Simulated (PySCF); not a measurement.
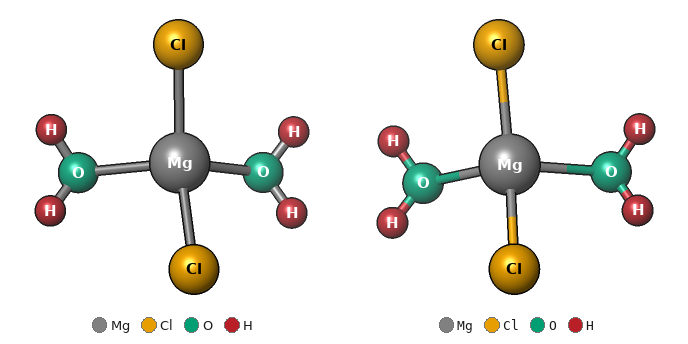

Two views of one molecule.

Identify the structure.

It has 9 atoms: 2 chlorine, 4 hydrogen, 1 magnesium and 2 oxygen (Cl₂H₄MgO₂). Its SMILES string is `[OH2]->[Mg](<-[OH2])([Cl])[Cl]`. Coordination, clear cases only: 2 O trigonal pyramidal.

More results for the same structure follow; atom numbers are the same in all pictures, views and colours differ. The computed structure is the end point of a PBE0-D3(BJ)/def2-SVP optimisation. No frequency run is at hand to confirm it as a minimum.

### Geometry

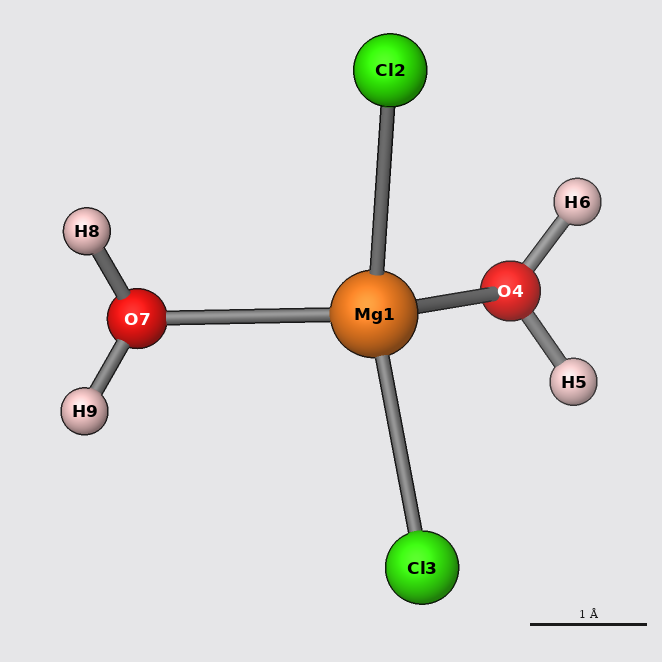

Numbered structure. No frequency run is at hand to confirm it as a minimum.

Which atoms are bonded, and how long are the bonds?

| bond | length (Å) |
| --- | --- |
| Mg1–Cl2 | 2.257 |
| Mg1–Cl3 | 2.257 |
| Mg1–O4 | 2.066 |
| Mg1–O7 | 2.062 |
| O4–H5 | 0.968 |
| O4–H6 | 0.966 |
| O7–H8 | 0.967 |
| O7–H9 | 0.966 |

### Excitation

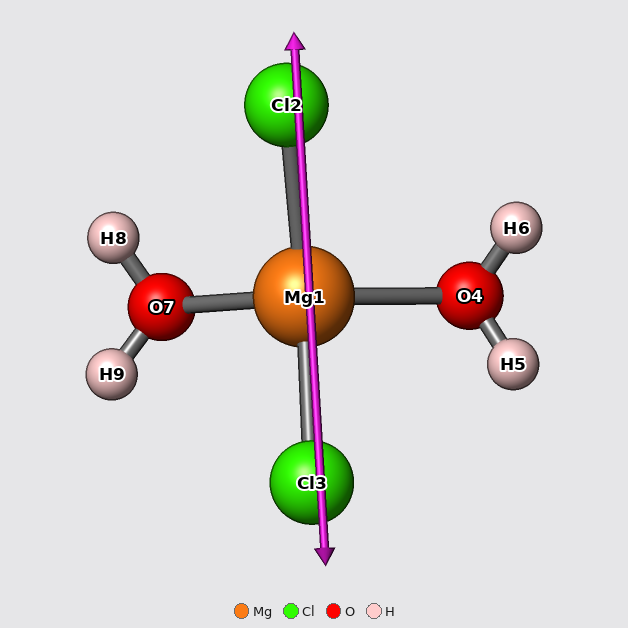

The double arrow shows the direction of the transition dipole to excited singlet state 9 (its length means nothing). No frequency run is at hand to confirm it as a minimum. Method: TDDFT PBE0/def2-SVPD, vertical, gas phase, core orbitals frozen in the response (PySCF 2.14.0).

Question: How is the transition polarised?

Answer: Close to the long direction Cl2···Cl3.

Question: Give its energy, strength and character.

Answer: 6.89 eV (180 nm), oscillator strength 0.090, mainly HOMO−4 → LUMO (weight 0.91); transition dipole 1.85 D.

### Quadrupole coupling

No frequency run is at hand to confirm it as a minimum. Electric field gradients from the ground-state density, PBE0/pcSseg-1 (PySCF 2.14.0), non-relativistic apart from any core potentials.

Give the largest field-gradient component, the quadrupole coupling constant and the asymmetry for 35Cl at Cl2 (Q = −81.7 mb), 35Cl at Cl3 (Q = −81.7 mb), 17O at O4 (Q = −25.6 mb), 17O at O7 (Q = −25.6 mb), 2H at H5 (Q = 2.86 mb), 2H at H6 (Q = 2.86 mb), 2H at H8 (Q = 2.86 mb), 2H at H9 (Q = 2.86 mb).

| atom | V_zz (a.u.) | e²qQ/h (MHz) | η |
| --- | --- | --- | --- |
| Cl2 | 0.780 | −14.97 | 0.13 |
| Cl3 | 0.775 | −14.87 | 0.13 |
| O4 | −1.726 | 10.38 | 0.75 |
| O7 | −1.746 | 10.50 | 0.74 |
| H5 | 0.443 | 0.298 | 0.13 |
| H6 | 0.450 | 0.303 | 0.13 |
| H8 | 0.446 | 0.299 | 0.14 |
| H9 | 0.452 | 0.303 | 0.13 |

### Polarisability

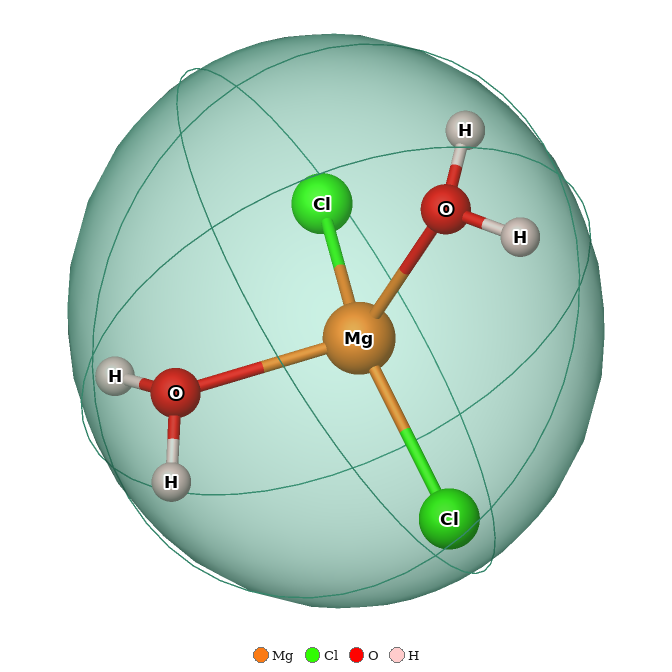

The ellipsoid shows the static dipole polarisability: its half-axes are proportional to the principal values. No frequency run is at hand to confirm it as a minimum. Computed with PBE0/def2-SVPD (PySCF 2.14.0).

Question: Give the principal values, the mean and the anisotropy.

Answer: Principal values 58.1, 64.0, 71.7 bohr³; mean 64.6 bohr³ (9.57 Å³); anisotropy 11.9 bohr³, so the longest axis is 1.24 times the shortest.
